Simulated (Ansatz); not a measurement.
```cif
data_structure
_symmetry_space_group_name_H-M 'P 1'
_symmetry_Int_Tables_number 1
_cell_length_a 4.5255
_cell_length_b 4.5255
_cell_length_c 4.5255
_cell_angle_alpha 90.000
_cell_angle_beta 90.000
_cell_angle_gamma 90.000
_cell_volume 92.68
loop_
_atom_site_label
_atom_site_type_symbol
_atom_site_fract_x
_atom_site_fract_y
_atom_site_fract_z
_atom_site_occupancy
Mg1 Mg 0.00000 0.00000 0.00000 1
Si1 Si 0.50000 0.50000 0.50000 1
S1 S 0.50000 0.50000 0.00000 1
S2 S 0.50000 0.00000 0.50000 1
S3 S 0.00000 0.50000 0.50000 1
```

Space group Pm-3m; started from the cubic perovskite prototype, which need not be the ambient phase.

These are results of DFT, r2SCAN+rVV10, plane waves, PAW in Ansatz, not measurements.

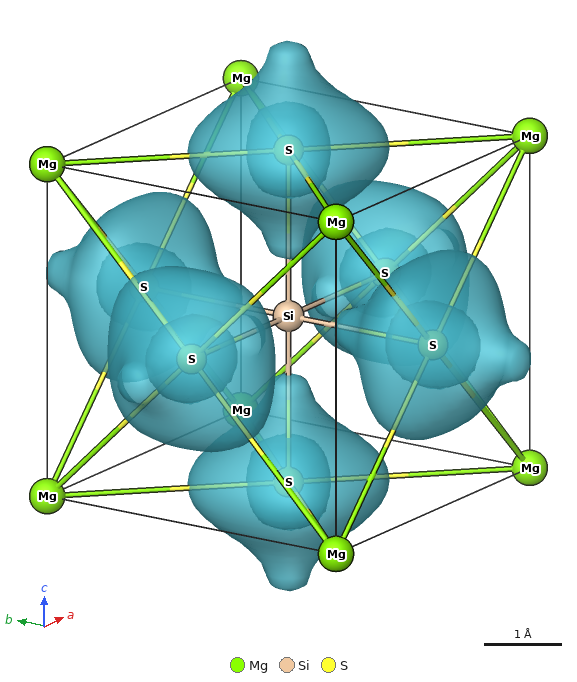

MgSiS3. Isosurface of the ELF at 0.75 (cyan), seen at an oblique angle. Core shells and regions of very low density are left out. Sticks mark near contacts.

In a PAW calculation such maps are meaningful between the atoms, not at the nuclei.

Describe the localisation domains.

The ELF exceeds this value in three regions wrapped around S (the valence shell of each), counted in one cell of 5 atoms. Regions shared between cells count once.

Values along the shortest contacts:
Si–S (2.26 Å): the ELF peaks at about 0.85 between the atoms. Mg–S (3.20 Å): the ELF peaks at about 0.90 in the valence shell of S, 0.9 Å from its nucleus, and is about 0.50 at the midpoint.
